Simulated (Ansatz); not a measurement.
**C₂H₆GaNSi: up Jacob's ladder to CCSD(T)**

How much do the methods differ for C₂H₆GaNSi? The plan is to run it at one geometry with functionals of several rungs and with coupled cluster, and see how far each lands from CCSD(T) at the basis-set limit for the atomisation energy.

The runs use Ansatz 0.2.0, Gaussian basis; functionals in def2-TZVPP, the program's frozen cores in correlated methods.

Plan: LDA (SPW92), PBE-D4, revPBE-D4, BLYP-D4, r2SCAN-D4, B97M-V, PBE0-D4, B3LYP-D4, r2SCANh-D4, r2SCAN0-D4, HSE06-D4, BHLYP-D4, CAM-B3LYP-D4, LC-ωPBE, ωB97X-V, ωB97M-V, B2PLYP, PBE-QIDH; CCSD(T)/def2-SVP; CCSD(T)/def2-TZVPP; MP2/def2-QZVPP; extrapolation to the limit; RPA on PBE.

### Step 1. The geometry

The geometry comes from an earlier relaxation with PBE0-D4 in a triple-zeta def2 set; it is a stationary point, not always the lowest conformer.

SMILES `C#C[SiH](N)[GaH2]`, 11 atoms, charge 0, spin multiplicity 1.

Atoms are counted from 1 here; the program's logs count them from 0.

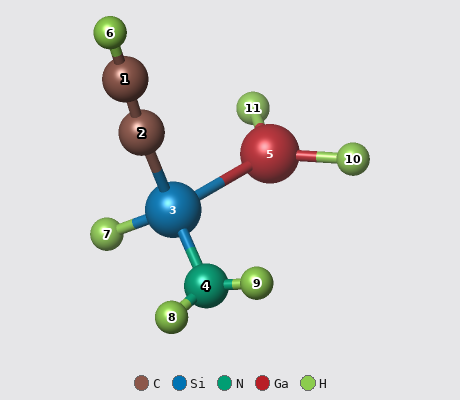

The structure; carbon brown, silicon blue, nitrogen teal, gallium red, hydrogen green; atoms are numbered from 1 in the order of the file.

### Step 2. LDA

This LDA is Slater exchange with PW92 correlation.

Contents of in.yaml:

```yaml
crystal:
  periodic: [false, false, false]
  atoms:
    - {symbol: C, position_ang: [-2.525135, 0.820972, -0.368818]}
    - {symbol: C, position_ang: [-1.327320, 0.762759, -0.214636]}
    - {symbol: Si, position_ang: [0.477714, 0.539540, 0.078310]}
    - {symbol: N, position_ang: [1.424923, 0.284442, -1.334728]}
    - {symbol: Ga, position_ang: [0.556132, -1.396917, 1.509306]}
    - {symbol: H, position_ang: [-3.579666, 0.886535, -0.510906]}
    - {symbol: H, position_ang: [0.945310, 1.805825, 0.699307]}
    - {symbol: H, position_ang: [1.541467, 1.031258, -2.002316]}
    - {symbol: H, position_ang: [1.381413, -0.607414, -1.801569]}
    - {symbol: H, position_ang: [0.747694, -2.830077, 0.880579]}
    - {symbol: H, position_ang: [0.357478, -1.296912, 3.065479]}
basis:
  gaussian: {orbitals: def2-TZVPP}
hamiltonian: {xc: lda}
output: {orbitals: {seedname: orbitals}}
```

Run with:

```sh
$ ansatz run in.yaml --threads 4 --pin off --events-out ev --progress --plain --max-ram 10444MiB
```

The log of the run (excerpt; [...] marks lines left out):

```text
Functional definition: SPW92
  name "SPW92"
  cite "Dirac, Proc. Camb. Phil. Soc. 26, 376 (1930) doi:10.1017/S0305004100016108"
  cite "Slater, Phys. Rev. 81, 385 (1951) doi:10.1103/PhysRev.81.385"
  cite "Perdew & Wang, Phys. Rev. B 45, 13244 (1992) doi:10.1103/PhysRevB.45.13244"
[...]
1525 factors; their error is unknown
[...]
mean field -63771.17638475 eV, -2343.5475064839 hartree, gradient 3.9e-5 eV, S^2 0.000000; 0 other end points of the search recorded, 0 dependent functions left out
reference -63771.17643184 eV, -2343.5475082144 hartree; 35, 35 occupied and 232, 232 virtual orbitals, 1525 factors
Total energy: -63771.17643184 eV, -2343.5475082144 hartree
```

It took 1.4 s on 4 threads of Arm Neoverse V2, shared host; peak memory 0.34 GiB.

Atomisation energy: 1031.7 kcal/mol (free atoms -63726.437 eV, run apart). HOMO -6.15 eV, LUMO -3.03 eV.

### Step 3. PBE-D4 (GGA)

in.yaml: that of step 2 with these lines changed.

```diff
@@ -16,3 +16,3 @@
   gaussian: {orbitals: def2-TZVPP}
-hamiltonian: {xc: lda}
-output: {orbitals: {seedname: orbitals}}
+hamiltonian: {xc: pbe, dispersion: d4}
+output: {forces: true, orbitals: {seedname: orbitals}}
```

The command is unchanged.

The log of the run (excerpt; [...] marks lines left out):

```text
Functional definition: PBE
  name "PBE"
  cite "Perdew, Burke & Ernzerhof, Phys. Rev. Lett. 77, 3865 (1996) doi:10.1103/PhysRevLett.77.3865"
  parent pbe
[...]
1525 factors; their error is unknown
[...]
mean field -63900.97591358 eV, -2348.3175511870 hartree, gradient 2.1e-5 eV, S^2 0.000000; 0 other end points of the search recorded, 0 dependent functions left out
[...]
Atom 7 at     1.541467     1.031258    -2.002316 Å, force     0.045047     0.246059    -0.239906 eV/Å
Atom 8 at     1.381413    -0.607414    -1.801569 Å, force    -0.011943    -0.295766    -0.167807 eV/Å
Atom 9 at     0.747694    -2.830077     0.880579 Å, force     0.008341    -0.086124    -0.033521 eV/Å
Atom 10 at     0.357478    -1.296912     3.065479 Å, force    -0.015110     0.000520     0.089355 eV/Å
Dipole moment:    -0.024692    -0.002145    -0.287882 e Å
```

Run time: 2.6 s. Hardware: 4 threads of Arm Neoverse V2, shared host; peak memory 0.37 GiB.

Atomisation energy: 920.9 kcal/mol (free atoms -63861.309 eV, run apart). HOMO -6.03 eV, LUMO -2.75 eV.

### Step 4. revPBE-D4 (GGA)

in.yaml: that of step 3 with these lines changed.

```diff
@@ -16,3 +16,3 @@
   gaussian: {orbitals: def2-TZVPP}
-hamiltonian: {xc: pbe, dispersion: d4}
-output: {forces: true, orbitals: {seedname: orbitals}}
+hamiltonian: {xc: {name: revPBE}, dispersion: d4}
+output: {orbitals: {seedname: orbitals}}
```

The command is unchanged.

The log of the run (excerpt; [...] marks lines left out):

```text
Functional definition: revPBE
  name "revPBE"
  cite "Zhang & Yang, Phys. Rev. Lett. 80, 890 (1998) doi:10.1103/PhysRevLett.80.890"
  cite "Perdew, Burke & Ernzerhof, Phys. Rev. Lett. 77, 3865 (1996) doi:10.1103/PhysRevLett.77.3865"
[...]
1525 factors; their error is unknown
[...]
mean field -63911.27012982 eV, -2348.6958566562 hartree, gradient 7.8e-5 eV, S^2 0.000000; 0 other end points of the search recorded, 0 dependent functions left out
reference -63911.27019183 eV, -2348.6958589349 hartree; 35, 35 occupied and 232, 232 virtual orbitals, 1525 factors
Total energy: -63911.97991957 eV, -2348.7219409483 hartree
```

Run time: 2.2 s. Hardware: 4 threads of Arm Neoverse V2, shared host; peak memory 0.35 GiB.

Atomisation energy: 898.8 kcal/mol (free atoms -63873.005 eV, run apart). HOMO -5.97 eV, LUMO -2.63 eV.

### Step 5. BLYP-D4 (GGA)

in.yaml: that of step 4 with these lines changed.

```diff
@@ -16,3 +16,3 @@
   gaussian: {orbitals: def2-TZVPP}
-hamiltonian: {xc: {name: revPBE}, dispersion: d4}
+hamiltonian: {xc: {name: BLYP}, dispersion: d4}
 output: {orbitals: {seedname: orbitals}}
```

Same command.

The log of the run (excerpt; [...] marks lines left out):

```text
Functional definition: BLYP
  name "BLYP"
  cite "Becke, Phys. Rev. A 38, 3098 (1988) doi:10.1103/PhysRevA.38.3098"
  cite "Lee, Yang & Parr, Phys. Rev. B 37, 785 (1988) doi:10.1103/PhysRevB.37.785"
[...]
1525 factors; their error is unknown
[...]
mean field -63918.25349701 eV, -2348.9524906668 hartree, gradient 4.5e-5 eV, S^2 0.000000; 0 other end points of the search recorded, 0 dependent functions left out
reference -63918.25391867 eV, -2348.9525061624 hartree; 35, 35 occupied and 232, 232 virtual orbitals, 1525 factors
Total energy: -63918.82393727 eV, -2348.9734539595 hartree
```

It took 2.4 s on 4 threads of Arm Neoverse V2, shared host; peak memory 0.34 GiB.

With the free atoms at this level, -63879.608 eV in sum, the atomisation energy is 904.3 kcal/mol. HOMO -5.89 eV, LUMO -2.67 eV.

### Step 6. r2SCAN-D4 (meta-GGA)

in.yaml: that of step 5 with these lines changed.

```diff
@@ -16,3 +16,3 @@
   gaussian: {orbitals: def2-TZVPP}
-hamiltonian: {xc: {name: BLYP}, dispersion: d4}
-output: {orbitals: {seedname: orbitals}}
+hamiltonian: {xc: r2scan, dispersion: d4}
+output: {forces: true, orbitals: {seedname: orbitals}}
```

The command is unchanged.

The log of the run (excerpt; [...] marks lines left out):

```text
Functional definition: r2SCAN
  name "r2SCAN"
  cite "Furness, Kaplan, Ning, Perdew & Sun, J. Phys. Chem. Lett. 11, 8208 (2020) doi:10.1021/acs.jpclett.0c02405"
  cite "Furness, Kaplan, Ning, Perdew & Sun, J. Phys. Chem. Lett. 11, 9248 (2020) doi:10.1021/acs.jpclett.0c03077"
  parent r2scan
[...]
1525 factors; their error is unknown
[...]
Atom 7 at     1.541467     1.031258    -2.002316 Å, force     0.000168     0.000420    -0.036841 eV/Å
Atom 8 at     1.381413    -0.607414    -1.801569 Å, force    -0.002585    -0.002878    -0.032873 eV/Å
Atom 9 at     0.747694    -2.830077     0.880579 Å, force    -0.017698     0.098819     0.055872 eV/Å
Atom 10 at     0.357478    -1.296912     3.065479 Å, force     0.011687    -0.022433    -0.118001 eV/Å
Dipole moment:    -0.038429     0.001169    -0.293227 e Å
```

Wall time 5.5 s (4 threads of Arm Neoverse V2, shared host); peak memory 0.38 GiB.

With the free atoms at this level, -63875.391 eV in sum, the atomisation energy is 906.5 kcal/mol. HOMO -6.27 eV, LUMO -2.54 eV.

### Step 7. B97M-V (meta-GGA)

in.yaml: that of step 6 with these lines changed.

```diff
@@ -16,3 +16,3 @@
   gaussian: {orbitals: def2-TZVPP}
-hamiltonian: {xc: r2scan, dispersion: d4}
-output: {forces: true, orbitals: {seedname: orbitals}}
+hamiltonian: {xc: {name: B97M-V}}
+output: {orbitals: {seedname: orbitals}}
```

Launched as before.

The log of the run (excerpt; [...] marks lines left out):

```text
Functional definition: B97M-V
  name "B97M-V"
  cite "Mardirossian & Head-Gordon, J. Chem. Phys. 142, 074111 (2015) doi:10.1063/1.4907719"
  cite "Becke, J. Chem. Phys. 107, 8554 (1997) doi:10.1063/1.475007"
  cite "Vydrov & Van Voorhis, J. Chem. Phys. 133, 244103 (2010) doi:10.1063/1.3521275"
  # Of w^i u^j: cxij and so on, Table III.
[...]
  gx(w, u) = cx00 + cx01*u + cx02*u^2 + (cx10 + cx11*u)*w
[...]
  gos(w, u) = cos00 + cos01*u + cos03*u^3 + cos10*w + cos32*w^3*u^2
[...]
      + integral(e_c_pw_mod_opposite_spin*gos(b97_w_opposite, b97_u_opposite)) + vv10(b, c)
1525 factors; their error is unknown
[...]
mean field -63905.71131656 eV, -2348.4915740368 hartree, gradient 2.2e-5 eV, S^2 0.000000; 0 other end points of the search recorded, 0 dependent functions left out
reference -63905.71139087 eV, -2348.4915767673 hartree; 35, 35 occupied and 232, 232 virtual orbitals, 1525 factors
Total energy: -63905.71139087 eV, -2348.4915767673 hartree
```

Run time: 11 s. Hardware: 4 threads of Arm Neoverse V2, shared host; peak memory 0.45 GiB.

Atomisation energy: 910.7 kcal/mol (free atoms -63866.221 eV, run apart). HOMO -6.34 eV, LUMO -2.72 eV.

### Step 8. PBE0-D4 (hybrid)

in.yaml: that of step 7 with these lines changed.

```diff
@@ -16,3 +16,3 @@
   gaussian: {orbitals: def2-TZVPP}
-hamiltonian: {xc: {name: B97M-V}}
+hamiltonian: {xc: pbe0, dispersion: d4}
 output: {orbitals: {seedname: orbitals}}
```

Launched as before.

The log of the run (excerpt; [...] marks lines left out):

```text
Functional definition: PBE0
  name "PBE0"
  cite "Adamo & Barone, J. Chem. Phys. 110, 6158 (1999) doi:10.1063/1.478522"
  cite "Perdew, Burke & Ernzerhof, Phys. Rev. Lett. 77, 3865 (1996) doi:10.1103/PhysRevLett.77.3865"
  parent pbe
[...]
1573 factors; their error is unknown
[...]
mean field -63903.10915452 eV, -2348.3959463456 hartree, gradient 6.0e-5 eV, S^2 0.000000; 0 other end points of the search recorded, 0 dependent functions left out
reference -63903.10919209 eV, -2348.3959477263 hartree; 35, 35 occupied and 232, 232 virtual orbitals, 1573 factors
Total energy: -63903.33914871 eV, -2348.4043984761 hartree
```

It took 3.6 s on 4 threads of Arm Neoverse V2, shared host; peak memory 0.78 GiB.

With the free atoms at this level, -63864.100 eV in sum, the atomisation energy is 904.9 kcal/mol. HOMO -7.13 eV, LUMO -1.95 eV.

### Step 9. B3LYP-D4 (hybrid)

B3LYP here takes the VWN-RPA correlation.

in.yaml: that of step 8 with these lines changed.

```diff
@@ -16,3 +16,3 @@
   gaussian: {orbitals: def2-TZVPP}
-hamiltonian: {xc: pbe0, dispersion: d4}
-output: {orbitals: {seedname: orbitals}}
+hamiltonian: {xc: {name: B3LYP}, dispersion: d4}
+output: {forces: true, orbitals: {seedname: orbitals}}
```

Same command.

The log of the run (excerpt; [...] marks lines left out):

```text
Functional definition: B3LYP
  name "B3LYP"
  cite "Stephens, Devlin, Chabalowski & Frisch, J. Phys. Chem. 98, 11623 (1994) doi:10.1021/j100096a001"
  cite "Becke, Phys. Rev. A 38, 3098 (1988) doi:10.1103/PhysRevA.38.3098"
  cite "Lee, Yang & Parr, Phys. Rev. B 37, 785 (1988) doi:10.1103/PhysRevB.37.785"
  cite "Vosko, Wilk & Nusair, Can. J. Phys. 58, 1200 (1980) doi:10.1139/p80-159"
[...]
1563 factors; their error is unknown
[...]
Atom 7 at     1.541467     1.031258    -2.002316 Å, force     0.019794    -0.012809    -0.026872 eV/Å
Atom 8 at     1.381413    -0.607414    -1.801569 Å, force     0.021231     0.006128    -0.027890 eV/Å
Atom 9 at     0.747694    -2.830077     0.880579 Å, force    -0.004776    -0.002840     0.011955 eV/Å
Atom 10 at     0.357478    -1.296912     3.065479 Å, force    -0.001560    -0.012450    -0.002451 eV/Å
Dipole moment:    -0.035524     0.005877    -0.283662 e Å
```

It took 6 s on 4 threads of Arm Neoverse V2, shared host; peak memory 0.83 GiB.

Atomisation energy: 905.6 kcal/mol (free atoms -63881.152 eV, run apart). HOMO -6.94 eV, LUMO -2.20 eV.

### Step 10. r2SCANh-D4 (hybrid)

in.yaml: that of step 9 with these lines changed.

```diff
@@ -16,3 +16,3 @@
   gaussian: {orbitals: def2-TZVPP}
-hamiltonian: {xc: {name: B3LYP}, dispersion: d4}
-output: {forces: true, orbitals: {seedname: orbitals}}
+hamiltonian: {xc: {name: r2SCANh}, dispersion: d4}
+output: {orbitals: {seedname: orbitals}}
```

The command is unchanged.

The log of the run (excerpt; [...] marks lines left out):

```text
Functional definition: r2SCANh
  name "r2SCANh"
  cite "Bursch, Neugebauer, Ehlert & Grimme, J. Chem. Phys. 156, 134105 (2022) doi:10.1063/5.0086040"
  cite "Furness, Kaplan, Ning, Perdew & Sun, J. Phys. Chem. Lett. 11, 8208 (2020) doi:10.1021/acs.jpclett.0c02405"
  cite "Furness, Kaplan, Ning, Perdew & Sun, J. Phys. Chem. Lett. 11, 9248 (2020) doi:10.1021/acs.jpclett.0c03077"
  parent r2scan
[...]
1548 factors; their error is unknown
[...]
mean field -63914.09190266 eV, -2348.7995548951 hartree, gradient 2.4e-5 eV, S^2 0.000000; 0 other end points of the search recorded, 0 dependent functions left out
reference -63914.09191646 eV, -2348.7995554025 hartree; 35, 35 occupied and 232, 232 virtual orbitals, 1548 factors
Total energy: -63914.16350139 eV, -2348.8021861000 hartree
```

Wall time 6 s (4 threads of Arm Neoverse V2, shared host); peak memory 0.81 GiB.

With the free atoms at this level, -63875.122 eV in sum, the atomisation energy is 900.3 kcal/mol. HOMO -6.68 eV, LUMO -2.25 eV.

### Step 11. r2SCAN0-D4 (hybrid)

in.yaml: that of step 10 with these lines changed.

```diff
@@ -16,3 +16,3 @@
   gaussian: {orbitals: def2-TZVPP}
-hamiltonian: {xc: {name: r2SCANh}, dispersion: d4}
+hamiltonian: {xc: {name: r2SCAN0}, dispersion: d4}
 output: {orbitals: {seedname: orbitals}}
```

Same command.

The log of the run (excerpt; [...] marks lines left out):

```text
Functional definition: r2SCAN0
  name "r2SCAN0"
  cite "Bursch, Neugebauer, Ehlert & Grimme, J. Chem. Phys. 156, 134105 (2022) doi:10.1063/5.0086040"
  cite "Furness, Kaplan, Ning, Perdew & Sun, J. Phys. Chem. Lett. 11, 8208 (2020) doi:10.1021/acs.jpclett.0c02405"
  cite "Furness, Kaplan, Ning, Perdew & Sun, J. Phys. Chem. Lett. 11, 9248 (2020) doi:10.1021/acs.jpclett.0c03077"
  parent r2scan
[...]
1573 factors; their error is unknown
[...]
mean field -63913.32572858 eV, -2348.7713985171 hartree, gradient 5.6e-5 eV, S^2 0.000000; 0 other end points of the search recorded, 0 dependent functions left out
reference -63913.32574055 eV, -2348.7713989572 hartree; 35, 35 occupied and 232, 232 virtual orbitals, 1573 factors
Total energy: -63913.40532264 eV, -2348.7743235448 hartree
```

It took 6 s on 4 threads of Arm Neoverse V2, shared host; peak memory 0.81 GiB.

Atomisation energy: 891.6 kcal/mol (free atoms -63874.743 eV, run apart). HOMO -7.29 eV, LUMO -1.84 eV.

### Step 12. HSE06-D4 (hybrid)

HSE06 is the plane-wave form, built on full-range PBE exchange.

in.yaml: that of step 11 with these lines changed.

```diff
@@ -16,3 +16,3 @@
   gaussian: {orbitals: def2-TZVPP}
-hamiltonian: {xc: {name: r2SCAN0}, dispersion: d4}
+hamiltonian: {xc: hse06, dispersion: d4}
 output: {orbitals: {seedname: orbitals}}
```

Same command.

The log of the run (excerpt; [...] marks lines left out):

```text
Functional definition: HSE06
  name "HSE06"
  cite "Heyd, Scuseria & Ernzerhof, J. Chem. Phys. 118, 8207 (2003) doi:10.1063/1.1564060"
  cite "Krukau, Vydrov, Izmaylov & Scuseria, J. Chem. Phys. 125, 224106 (2006) doi:10.1063/1.2404663"
  cite "Heyd & Scuseria, J. Chem. Phys. 120, 7274 (2004) doi:10.1063/1.1668634"
  cite "Ernzerhof & Perdew, J. Chem. Phys. 109, 3313 (1998) doi:10.1063/1.476928"
[...]
1573 factors; their error is unknown
130 factors; integrals over basis functions are off by at most 5.8e-7 eV
[...]
mean field -63902.70704925 eV, -2348.3811692496 hartree, gradient 3.4e-5 eV, S^2 0.000000; 0 other end points of the search recorded, 0 dependent functions left out
reference -63902.70709931 eV, -2348.3811710890 hartree; 35, 35 occupied and 232, 232 virtual orbitals, 1573 factors
Total energy: -63902.92439929 eV, -2348.3891567161 hartree
```

It took 3.9 s on 4 threads of Arm Neoverse V2, shared host; peak memory 0.82 GiB.

With the free atoms at this level, -63863.660 eV in sum, the atomisation energy is 905.5 kcal/mol. HOMO -6.74 eV, LUMO -2.32 eV.

### Step 13. BHLYP-D4 (hybrid)

in.yaml: that of step 12 with these lines changed.

```diff
@@ -16,3 +16,3 @@
   gaussian: {orbitals: def2-TZVPP}
-hamiltonian: {xc: hse06, dispersion: d4}
+hamiltonian: {xc: {name: BHLYP}, dispersion: d4}
 output: {orbitals: {seedname: orbitals}}
```

Same command.

The log of the run (excerpt; [...] marks lines left out):

```text
Functional definition: BHLYP
  name "BHLYP"
  cite "Becke, J. Chem. Phys. 98, 1372 (1993) doi:10.1063/1.464304"
  cite "Becke, Phys. Rev. A 38, 3098 (1988) doi:10.1103/PhysRevA.38.3098"
  cite "Lee, Yang & Parr, Phys. Rev. B 37, 785 (1988) doi:10.1103/PhysRevB.37.785"
[...]
1728 factors; their error is unknown
[...]
mean field -63914.93092061 eV, -2348.8303882361 hartree, gradient 4.3e-5 eV, S^2 0.000000; 0 other end points of the search recorded, 0 dependent functions left out
reference -63914.93113480 eV, -2348.8303961077 hartree; 35, 35 occupied and 232, 232 virtual orbitals, 1728 factors
Total energy: -63915.29786436 eV, -2348.8438731704 hartree
```

It took 3.8 s on 4 threads of Arm Neoverse V2, shared host; peak memory 0.82 GiB.

With the free atoms at this level, -63877.113 eV in sum, the atomisation energy is 880.6 kcal/mol. HOMO -8.11 eV, LUMO -1.16 eV.

### Step 14. CAM-B3LYP-D4 (range-separated)

in.yaml: that of step 13 with these lines changed.

```diff
@@ -16,3 +16,3 @@
   gaussian: {orbitals: def2-TZVPP}
-hamiltonian: {xc: {name: BHLYP}, dispersion: d4}
+hamiltonian: {xc: {name: CAM-B3LYP}, dispersion: d4}
 output: {orbitals: {seedname: orbitals}}
```

Same command.

The log of the run (excerpt; [...] marks lines left out):

```text
Functional definition: CAM-B3LYP
  name "CAM-B3LYP"
  cite "Yanai, Tew & Handy, Chem. Phys. Lett. 393, 51 (2004) doi:10.1016/j.cplett.2004.06.011"
  cite "Iikura, Tsuneda, Yanai & Hirao, J. Chem. Phys. 115, 3540 (2001) doi:10.1063/1.1383587"
  cite "Becke, Phys. Rev. A 38, 3098 (1988) doi:10.1103/PhysRevA.38.3098"
  cite "Lee, Yang & Parr, Phys. Rev. B 37, 785 (1988) doi:10.1103/PhysRevB.37.785"
[...]
1563 factors; their error is unknown
389 factors; integrals over basis functions are off by at most 1.6e-5 eV
[...]
mean field -63919.31352819 eV, -2348.9914460943 hartree, gradient 4.7e-5 eV, S^2 0.000000; 0 other end points of the search recorded, 0 dependent functions left out
reference -63919.31368214 eV, -2348.9914517517 hartree; 35, 35 occupied and 232, 232 virtual orbitals, 1563 factors
Total energy: -63919.55217614 eV, -2349.0002162444 hartree
```

Wall time 4.2 s (4 threads of Arm Neoverse V2, shared host); peak memory 0.89 GiB.

With the free atoms at this level, -63880.134 eV in sum, the atomisation energy is 909.0 kcal/mol. HOMO -8.39 eV, LUMO -1.02 eV.

### Step 15. LC-ωPBE (range-separated)

in.yaml: that of step 14 with these lines changed.

```diff
@@ -16,3 +16,3 @@
   gaussian: {orbitals: def2-TZVPP}
-hamiltonian: {xc: {name: CAM-B3LYP}, dispersion: d4}
+hamiltonian: {xc: {name: LC-wPBE}}
 output: {orbitals: {seedname: orbitals}}
```

Launched as before.

The log of the run (excerpt; [...] marks lines left out):

```text
Functional definition: LC-wPBE
  name "LC-wPBE"
  cite "Vydrov & Scuseria, J. Chem. Phys. 125, 234109 (2006) doi:10.1063/1.2409292"
  cite "Heyd & Scuseria, J. Chem. Phys. 120, 7274 (2004) doi:10.1063/1.1668634"
  cite "Ernzerhof & Perdew, J. Chem. Phys. 109, 3313 (1998) doi:10.1063/1.476928"
  cite "Perdew, Burke & Ernzerhof, Phys. Rev. Lett. 77, 3865 (1996) doi:10.1103/PhysRevLett.77.3865"
  parent pbe
[...]
1525 factors; their error is unknown
480 factors; integrals over basis functions are off by at most 5.4e-5 eV
[...]
mean field -63905.87130724 eV, -2348.4974535856 hartree, gradient 4.1e-5 eV, S^2 0.000000; 0 other end points of the search recorded, 0 dependent functions left out
reference -63905.87130725 eV, -2348.4974535859 hartree; 35, 35 occupied and 232, 232 virtual orbitals, 1525 factors
Total energy: -63905.87130725 eV, -2348.4974535859 hartree
```

Run time: 2.9 s. Hardware: 4 threads of Arm Neoverse V2, shared host; peak memory 0.55 GiB.

With the free atoms at this level, -63866.753 eV in sum, the atomisation energy is 902.1 kcal/mol. HOMO -9.68 eV, LUMO 0.15 eV.

### Step 16. ωB97X-V (range-separated)

in.yaml: that of step 15 with these lines changed.

```diff
@@ -16,3 +16,3 @@
   gaussian: {orbitals: def2-TZVPP}
-hamiltonian: {xc: {name: LC-wPBE}}
+hamiltonian: {xc: {name: wB97X-V}}
 output: {orbitals: {seedname: orbitals}}
```

The command is unchanged.

The log of the run (excerpt; [...] marks lines left out):

```text
Functional definition: wB97X-V
  name "wB97X-V"
  cite "Mardirossian & Head-Gordon, Phys. Chem. Chem. Phys. 16, 9904 (2014) doi:10.1039/C3CP54374A"
  cite "Becke, J. Chem. Phys. 107, 8554 (1997) doi:10.1063/1.475007"
  cite "Vydrov & Van Voorhis, J. Chem. Phys. 133, 244103 (2010) doi:10.1063/1.3521275"
[...]
      + integral(e_c_pw_opposite_spin*poly(b97_u_opposite, cos0, cos1)) + vv10(b, c)
1563 factors; their error is unknown
368 factors; integrals over basis functions are off by at most 1.2e-5 eV
[...]
mean field -63910.61536918 eV, -2348.6717946463 hartree, gradient 1.7e-5 eV, S^2 0.000000; 0 other end points of the search recorded, 0 dependent functions left out
reference -63910.61536669 eV, -2348.6717945549 hartree; 35, 35 occupied and 232, 232 virtual orbitals, 1563 factors
Total energy: -63910.61536669 eV, -2348.6717945549 hartree
```

Run time: 9 s. Hardware: 4 threads of Arm Neoverse V2, shared host; peak memory 0.95 GiB.

Atomisation energy: 909.9 kcal/mol (free atoms -63871.159 eV, run apart). HOMO -9.35 eV, LUMO 0.00 eV.

[end of part 1 of 2]
